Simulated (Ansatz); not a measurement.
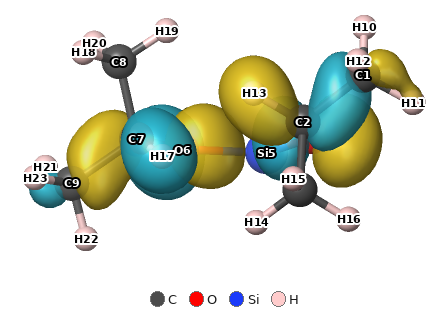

Figure 1: C$_{6}$H$_{14}$O$_{2}$Si (SMILES CC(C)O[Si]OC(C)C). The HOMO−1 at ±0.1 Å⁻³ᐟ² (yellow and cyan are the two phases), seen at a tilt.

Geometry: PBE0-D4/def2-TZVP.

These are results of RKS PBE0-D4/def2-TZVPP (Ansatz), not measurements.

Input file:

```
crystal:
  periodic: [false, false, false]
  atoms:
    - {symbol: C, position_ang: [0.574539, -2.342426, -1.978508]}
    - {symbol: C, position_ang: [-0.049285, -1.150094, -1.285230]}
    - {symbol: C, position_ang: [-1.563180, -1.188697, -1.326944]}
    - {symbol: O, position_ang: [0.411212, 0.027690, -1.928899]}
    - {symbol: Si, position_ang: [0.799236, 1.591707, -1.614796]}
    - {symbol: O, position_ang: [0.549970, 1.892737, -0.020245]}
    - {symbol: C, position_ang: [0.098471, 1.263223, 1.168620]}
    - {symbol: C, position_ang: [1.276277, 0.635880, 1.885785]}
    - {symbol: C, position_ang: [-0.602657, 2.302573, 2.016933]}
    - {symbol: H, position_ang: [1.663489, -2.281700, -1.940647]}
    - {symbol: H, position_ang: [0.268996, -2.369621, -3.027000]}
    - {symbol: H, position_ang: [0.261760, -3.273408, -1.499759]}
    - {symbol: H, position_ang: [0.282204, -1.138497, -0.239808]}
    - {symbol: H, position_ang: [-1.991470, -0.320181, -0.821413]}
    - {symbol: H, position_ang: [-1.939420, -2.090805, -0.838676]}
    - {symbol: H, position_ang: [-1.909004, -1.184737, -2.363233]}
    - {symbol: H, position_ang: [-0.622506, 0.479558, 0.905975]}
    - {symbol: H, position_ang: [0.950873, 0.147572, 2.807430]}
    - {symbol: H, position_ang: [1.766432, -0.110171, 1.256122]}
    - {symbol: H, position_ang: [2.011198, 1.403164, 2.140080]}
    - {symbol: H, position_ang: [0.092639, 3.102374, 2.282093]}
    - {symbol: H, position_ang: [-1.438813, 2.742754, 1.471021]}
    - {symbol: H, position_ang: [-0.985861, 1.854305, 2.936700]}
basis:
  gaussian: {orbitals: def2-TZVPP}
hamiltonian: {xc: pbe0, dispersion: d4}
output: {orbitals: {seedname: orbitals}}
```

Command:

```sh
ansatz run in.yaml --threads 4 --pin off --events-out ev --progress --plain --max-ram 66560MiB --backend cuda --devices 0, --max-vram 37GiB
```

### Where does this orbital lie, and at what energy?

It lies mainly on O4 (about 30 %), O6 (about 30 %), C7 (about 5 %) and C2 (about 5 %). Its energy is −8.17 eV.
